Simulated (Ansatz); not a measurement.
# AlPH4 (triplet): from Hartree-Fock to the top rungs, cc-pVDZ

Aim: climb from Hartree-Fock through coupled cluster for AlPH4 (triplet) at one geometry and basis, and see what each rung misses.

Method: cc-pVDZ, core rule «outside noble gas», up to 10 orbitals frozen; program: Ansatz 0.2.0, Gaussian basis.

The runs, in order: UHF; CCSD(T) on ROHF; CCSD(T) on UHF; BCCD(T) on ROHF; CISD as a restricted active space (open shells left free, so some higher excitations enter); CCSDT(Q) on ROHF; CCSDT(Q) on UHF.

21 further runs of the same task are left out: 1 for a known fault of the program, 7 that didn't finish, 13 set aside as unsound or not needed. Runs told in other sessions of the task aren't counted.

### Step 1. What is computed

The geometry is a PBE0/def2-TZVP stationary point (not a proven minimum).

6 atoms, charge 0, spin multiplicity 3.

Atoms are counted from 1 here; the program's logs count them from 0.

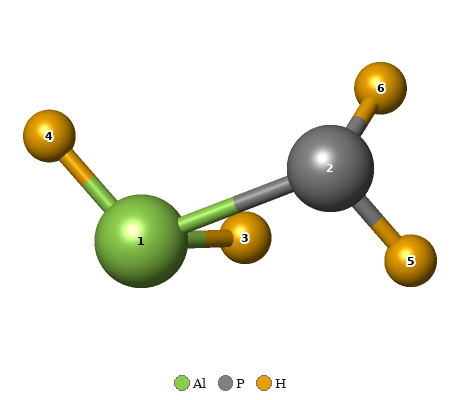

The structure; aluminium green, phosphorus grey, hydrogen amber; atoms are numbered from 1 in the order of the file.

In the tables R marks a restricted open-shell determinant and U an unrestricted one; energies count from the table's Hartree-Fock row.

### Step 2. UHF

in.yaml

```yaml
crystal:
  periodic: [false, false, false]
  atoms:
    - {symbol: Al, position_ang: [0.035572, -0.099368, 1.314200]}
    - {symbol: P, position_ang: [0.056378, 0.101792, -1.121922]}
    - {symbol: H, position_ang: [-1.211925, -0.903411, 0.557786]}
    - {symbol: H, position_ang: [-0.379300, 1.294008, 1.970397]}
    - {symbol: H, position_ang: [0.147375, -1.224328, -1.603666]}
    - {symbol: H, position_ang: [-1.240858, 0.365653, -1.627923]}
basis:
  gaussian: {orbitals: cc-pVDZ}
magnetization: {spin_polarized: true, initial_magnetization: 2}
hamiltonian: {xc: hf}
output: {orbitals: {seedname: orbitals}}
```

Command:

```bash
$ ansatz run in.yaml --threads 1 --pin off --events-out ev --progress --plain --max-ram 2393MiB
```

The program printed:

```text
Functional definition: HF
  name "HF"
  cite "Fock, Z. Phys. 61, 126 (1930) doi:10.1007/BF01340294"
  parent pbe
  exchange = exact_x
  correlation = 0
545 factors; integrals over basis functions are off by at most 1.3e-3 eV
mean field evaluation 1: about -15914.4471 eV, gradient 8.9e0 eV
mean field evaluation 2: about -15914.4824 eV, gradient 8.9e0 eV
mean field evaluation 4: about -15915.7420 eV, gradient 9.3e-1 eV
mean field evaluation 8: about -15915.7698 eV, gradient 9.8e-2 eV
mean field -15915.77034098 eV, -584.8937719346 hartree, gradient 4.7e-5 eV, S^2 2.019677; 0 other end points of the search recorded, 0 dependent functions left out
reference -15915.77034098 eV, -584.8937719346 hartree; 17, 15 occupied and 39, 41 virtual orbitals, 545 factors
Total energy: -15915.77034098 eV, -584.8937719346 hartree
```

Wall time 0.49 s (1 thread of Arm Neoverse V2, shared host).

From the report: ⟨S²⟩ of the determinant 2.020 (pure triplet: 2.00).

### Step 3. CCSD(T) on ROHF

in.yaml: that of step 2 with these lines changed.

```diff
@@ -11,4 +11,3 @@
   gaussian: {orbitals: cc-pVDZ}
-magnetization: {spin_polarized: true, initial_magnetization: 2}
-hamiltonian: {xc: hf}
-output: {orbitals: {seedname: orbitals}}
+magnetization: {spin_polarized: false, initial_magnetization: 2}
+correlation: {method: ccsd_t, electrons: outside_noble_gas}
```

The command is unchanged.

The program printed, cut to the lines that bear on the results:

```text
Functional definition: HF
  name "HF"
  cite "Fock, Z. Phys. 61, 126 (1930) doi:10.1007/BF01340294"
  parent pbe
[...]
545 factors; integrals over basis functions are off by at most 1.3e-3 eV
[...]
mean field -15915.61866061 eV, -584.8881977837 hartree, gradient 1.3e-6 eV, S^2 2.000000; 0 other end points of the search recorded, 0 dependent functions left out
10 core orbitals not correlated: weight in the atoms' cores, before any rotation towards them, 1.000 or more for the frozen orbitals, at most 0.000 for the correlated occupied ones
reference -15915.61866061 eV, -584.8881977837 hartree; 7, 5 occupied and 39, 41 virtual orbitals, 545 factors
second order -4.90118411 eV of doubles, -0.08710776 eV of singles
cycle   1  -5.81039065 eV  change   -8.2e-1 eV  update   7.7e-2
[...]
cycle  11  -6.15325036 eV  change   -2.6e-6 eV  update   1.3e-5
perturbative correction -0.16677204 eV, -0.0061287595 hartree
Total energy: -15921.93868301 eV, -585.1204543230 hartree
```

Run time: 1.9 s. Hardware: 1 thread of Arm Neoverse V2, shared host.

From the report: correlation -6.3200 eV; T1 0.027; largest double amplitude 0.03.

### Step 4. CCSD(T) on UHF

in.yaml: that of step 3 with these lines changed.

```diff
@@ -11,3 +11,3 @@
   gaussian: {orbitals: cc-pVDZ}
-magnetization: {spin_polarized: false, initial_magnetization: 2}
+magnetization: {spin_polarized: true, initial_magnetization: 2}
 correlation: {method: ccsd_t, electrons: outside_noble_gas}
```

Same command.

The program printed, cut to the lines that bear on the results:

```text
Functional definition: HF
  name "HF"
  cite "Fock, Z. Phys. 61, 126 (1930) doi:10.1007/BF01340294"
  parent pbe
[...]
545 factors; integrals over basis functions are off by at most 1.3e-3 eV
[...]
mean field -15915.77034098 eV, -584.8937719346 hartree, gradient 2.7e-6 eV, S^2 2.019677; 0 other end points of the search recorded, 0 dependent functions left out
10 core orbitals not correlated: weight in the atoms' cores, before any rotation towards them, 1.000 or more for the frozen orbitals, at most 0.000 for the correlated occupied ones
reference -15915.77034098 eV, -584.8937719346 hartree; 7, 5 occupied and 39, 41 virtual orbitals, 545 factors
second order -4.82818230 eV of doubles, -0.00000000 eV of singles
cycle   1  -5.65799510 eV  change   -8.3e-1 eV  update   7.6e-2
[...]
cycle  11  -6.00559423 eV  change   -2.9e-6 eV  update   1.3e-5
perturbative correction -0.16254638 eV, -0.0059734693 hartree
Total energy: -15921.93848159 eV, -585.1204469210 hartree
```

It took 1.7 s on 1 thread of Arm Neoverse V2, shared host.

From the report: ⟨S²⟩ of the determinant 2.020 (pure triplet: 2.00); correlation -6.1681 eV; T1 0.020; largest double amplitude 0.04.

### Step 5. BCCD(T) on ROHF

in.yaml: that of step 4 with these lines changed.

```diff
@@ -11,3 +11,3 @@
   gaussian: {orbitals: cc-pVDZ}
-magnetization: {spin_polarized: true, initial_magnetization: 2}
-correlation: {method: ccsd_t, electrons: outside_noble_gas}
+magnetization: {spin_polarized: false, initial_magnetization: 2}
+correlation: {method: bccd_t, electrons: outside_noble_gas}
```

Launched as before.

The program printed, cut to the lines that bear on the results:

```text
Functional definition: HF
  name "HF"
  cite "Fock, Z. Phys. 61, 126 (1930) doi:10.1007/BF01340294"
  parent pbe
[...]
545 factors; integrals over basis functions are off by at most 1.3e-3 eV
[...]
mean field -15915.61866061 eV, -584.8881977837 hartree, gradient 1.3e-6 eV, S^2 2.000000; 0 other end points of the search recorded, 0 dependent functions left out
10 core orbitals not correlated: weight in the atoms' cores, before any rotation towards them, 1.000 or more for the frozen orbitals, at most 0.000 for the correlated occupied ones
reference -15915.61866061 eV, -584.8881977837 hartree; 7, 5 occupied and 39, 41 virtual orbitals, 545 factors
second order -4.90118411 eV of doubles, -0.08710776 eV of singles
cycle   1  -5.83658545 eV  change   -8.5e-1 eV  update   7.7e-2
[...]
cycle  12  -6.14831179 eV  change   -7.8e-7 eV  update   7.8e-6
perturbative correction -0.17259141 eV, -0.0063426173 hartree
Total energy: -15921.93956381 eV, -585.1204866917 hartree
```

Run time: 2.4 s. Hardware: 1 thread of Arm Neoverse V2, shared host.

From the report: correlation -6.3209 eV; largest double amplitude 0.04.

### Step 6. CISD as a restricted active space (open shells left free, so some higher excitations enter)

in.yaml: that of step 5 with these lines changed.

```diff
@@ -12,2 +12,2 @@
 magnetization: {spin_polarized: false, initial_magnetization: 2}
-correlation: {method: bccd_t, electrons: outside_noble_gas}
+correlation: {active_space: {ras: {orbitals: [5, 2, 39], electrons: 12, max_holes: 2, max_particles: 2}, fixed_orbitals: true}}
```

The command is unchanged.

The program printed:

```text
Functional definition: HF
  name "HF"
  cite "Fock, Z. Phys. 61, 126 (1930) doi:10.1007/BF01340294"
  parent pbe
  exchange = exact_x
  correlation = 0
545 factors; integrals over basis functions are off by at most 1.3e-3 eV
mean field evaluation 1: about -15914.4440 eV, gradient 1.1e1 eV
mean field evaluation 2: about -15914.4781 eV, gradient 1.1e1 eV
mean field evaluation 4: about -15915.5952 eV, gradient 9.5e-1 eV
mean field evaluation 8: about -15915.6161 eV, gradient 2.4e-1 eV
mean field -15915.61866061 eV, -584.8881977837 hartree, gradient 1.3e-6 eV, S^2 2.000000; 0 other end points of the search recorded, 0 dependent functions left out
reference -15915.61866061 eV, -584.8881977837 hartree; 17, 15 occupied and 39, 41 virtual orbitals, 545 factors
state -15921.24496394 eV, -585.0949606175 hartree
Total energy: -15921.24496394 eV, -585.0949606175 hartree
```

It took 4.3 s on 1 thread of Arm Neoverse V2, shared host.

From the report: 333,226 determinants.

### Step 7. CCSDT(Q) on ROHF

in.yaml: that of step 6 with these lines changed.

```diff
@@ -12,2 +12,2 @@
 magnetization: {spin_polarized: false, initial_magnetization: 2}
-correlation: {active_space: {ras: {orbitals: [5, 2, 39], electrons: 12, max_holes: 2, max_particles: 2}, fixed_orbitals: true}}
+correlation: {method: ccsdt_q, electrons: outside_noble_gas}
```

Launched as before.

The program printed, cut to the lines that bear on the results:

```text
Functional definition: HF
  name "HF"
  cite "Fock, Z. Phys. 61, 126 (1930) doi:10.1007/BF01340294"
  parent pbe
[...]
1091 factors; integrals over basis functions are off by at most 2.3e-7 eV
[...]
mean field -15915.61875815 eV, -584.8882013682 hartree, gradient 1.4e-6 eV, S^2 2.000000; 0 other end points of the search recorded, 0 dependent functions left out
10 core orbitals not correlated: weight in the atoms' cores, before any rotation towards them, 1.000 or more for the frozen orbitals, at most 0.000 for the correlated occupied ones
reference -15915.61875815 eV, -584.8882013682 hartree; 7, 5 occupied and 39, 41 virtual orbitals, 1091 factors
second order -4.90122784 eV of doubles, -0.08710825 eV of singles
cycle   1  -5.81038507 eV  change   -8.2e-1 eV  update   8.5e-2
[...]
cycle  17  -6.35590436 eV  change    5.7e-7 eV  update   5.2e-7
perturbative correction -0.00733002 eV, -0.0002693732 hartree
Total energy: -15921.98199253 eV, -585.1220459186 hartree
```

Wall time 1.8 min (1 thread of Arm Neoverse V2, shared host); peak memory 0.87 GiB.

From the report: correlation -6.3632 eV; T1 0.028; largest double amplitude 0.04.

### Step 8. CCSDT(Q) on UHF

in.yaml: that of step 7 with these lines changed.

```diff
@@ -11,3 +11,3 @@
   gaussian: {orbitals: cc-pVDZ}
-magnetization: {spin_polarized: false, initial_magnetization: 2}
+magnetization: {spin_polarized: true, initial_magnetization: 2}
 correlation: {method: ccsdt_q, electrons: outside_noble_gas}
```

Launched as before.

The program printed, cut to the lines that bear on the results:

```text
Functional definition: HF
  name "HF"
  cite "Fock, Z. Phys. 61, 126 (1930) doi:10.1007/BF01340294"
  parent pbe
[...]
1091 factors; integrals over basis functions are off by at most 2.3e-7 eV
[...]
mean field -15915.77043985 eV, -584.8937755678 hartree, gradient 2.8e-6 eV, S^2 2.019677; 0 other end points of the search recorded, 0 dependent functions left out
10 core orbitals not correlated: weight in the atoms' cores, before any rotation towards them, 1.000 or more for the frozen orbitals, at most 0.000 for the correlated occupied ones
reference -15915.77043985 eV, -584.8937755678 hartree; 7, 5 occupied and 39, 41 virtual orbitals, 1091 factors
second order -4.82822333 eV of doubles, -0.00000000 eV of singles
cycle   1  -5.65798766 eV  change   -8.3e-1 eV  update   8.4e-2
[...]
cycle  17  -6.20478486 eV  change    6.2e-7 eV  update   4.6e-7
perturbative correction -0.00757504 eV, -0.0002783776 hartree
Total energy: -15921.98279975 eV, -585.1220755834 hartree
```

Run time: 95 s. Hardware: 1 thread of Arm Neoverse V2, shared host; peak memory 0.72 GiB.

From the report: ⟨S²⟩ of the determinant 2.020 (pure triplet: 2.00); correlation -6.2124 eV; T1 0.021; largest double amplitude 0.04.

### Step 9. All levels against the top one

The yardstick is UCCSDT(Q), where the cluster series has nearly closed. Rows without a time are mean-field rows or come out of runs for another level: lower rungs of the coupled-cluster runs, or the Hartree-Fock search.

Differences are taken before rounding.

| method | energy from the lowest ROHF (meV) | from UCCSDT(Q) (meV) | time |
| --- | --- | --- | --- |
| ROHF | 0.0 | +6364.1 |  |
| UHF | -151.7 | +6212.5 |  |
| RMP2 | -4988.3 | +1375.8 |  |
| UMP2 | -4979.9 | +1384.3 |  |
| CISD | -5626.3 | +737.8 | 4.3 s |
| RCCSD | -6153.3 | +210.9 |  |
| UCCSD | -6157.3 | +206.9 |  |
| RCCSD(T) | -6320.0 | +44.1 | 1.9 s |
| UCCSD(T) | -6319.8 | +44.3 | 1.7 s |
| BCCD(T) | -6320.9 | +43.2 | 2.4 s |
| RCCSDT | -6356.0 | +8.1 |  |
| UCCSDT | -6356.6 | +7.6 |  |
| RCCSDT(Q) | -6363.3 | +0.8 | 1.8 min |
| UCCSDT(Q) | -6364.1 | 0 | 95 s |

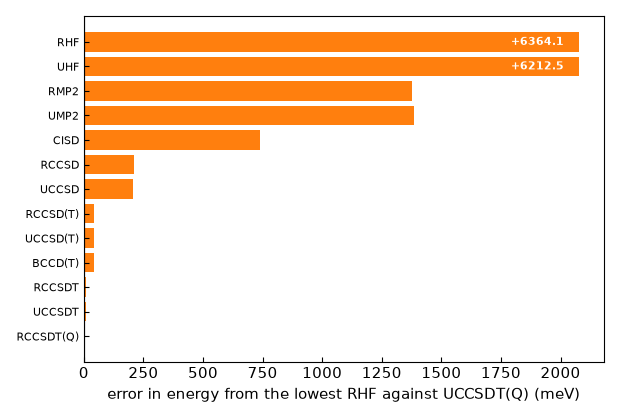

Deviations from UCCSDT(Q), method by method. Bars with a number in them are cut short.

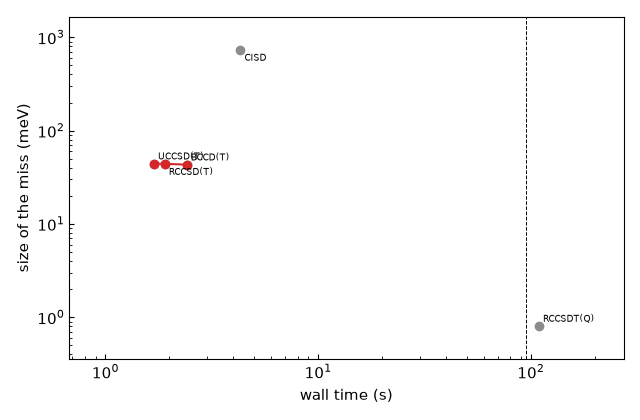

Accuracy for the time spent; red marks the levels that beat every quicker one drawn (of those quicker than the yardstick), and the dashed line is the time of UCCSDT(Q). Times are from a shared host.

With the free atoms at the same levels and basis (separate runs), the atomisation energy is 11.202 eV at UCCSDT(Q), 11.178 eV at RCCSD(T), 11.177 eV at UCCSD(T), 8.488 eV at ROHF.

### Step 10. What came out

```
                         quantity                               value
    UCCSDT(Q) from the ROHF energy                          -6.3641 eV
              RMP2 from UCCSDT(Q)                         +1375.8 meV
              UMP2 from UCCSDT(Q)                         +1384.3 meV
             RCCSD from UCCSDT(Q)                          +210.9 meV
          RCCSD(T) from UCCSDT(Q)                           +44.1 meV
          UCCSD(T) from UCCSDT(Q)                           +44.3 meV
         RCCSDT(Q) from UCCSDT(Q)                            +0.8 meV
levels within 1 kcal/mol (43 meV)  BCCD(T), RCCSDT, UCCSDT, RCCSDT(Q)
                    T1 diagnostic                               0.027
```

In words: RCCSD(T) misses by +44.1 meV, 0.7 % of the correlation energy. These misses are within one basis, not against nature; the frozen cores of restricted and unrestricted runs differ, which can shift their rows.

With open shells the CI space here admits some higher excitations, so it is larger than plain CISD.

BCCD(T) reaches 43.2 meV from the reference in 2.4 s, where UCCSDT(Q) took 95 s; the quickest level in the cost chart, UCCSD(T), takes 1.7 s and misses by 44.3 meV.
